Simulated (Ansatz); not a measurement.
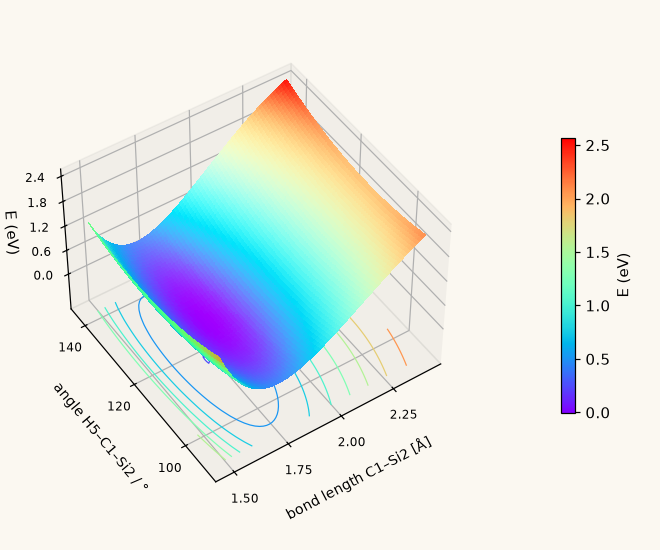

Energy landscape of CH4NSi, SMILES C=[Si+]N, charge +1. 
- Coordinates scanned: (1) bond length C1–Si2; (2) angle H5–C1–Si2.
- Nothing is relaxed (all other coordinates rigid).
- The grid has 11 × 11 points.
- Energies are in eV, from the relaxed molecule at the same level.
- These are results of RKS r2SCAN-D4/def2-TZVP (Ansatz), not measurements.

In the figure: a relief with its contours projected below. Between grid points the surface is interpolated. 

Q: What does the map say about the system?

A: The lowest grid point is at bond length C1–Si2 = 1.762 Å, angle H5–C1–Si2 = 117.2°, 0.019 eV from the relaxed molecule at the same level. No other kind of well shows on this grid. The highest grid point, bond length C1–Si2 = 2.413 Å, angle H5–C1–Si2 = 142.2°, lies 2.55 eV above the lowest. Round the minimum the two coordinates are weakly coupled (coupling 0.14 in units of the two stiffnesses).

The whole map (121 points run) took 17 min on 1 thread of Arm Neoverse N1, on a shared host.
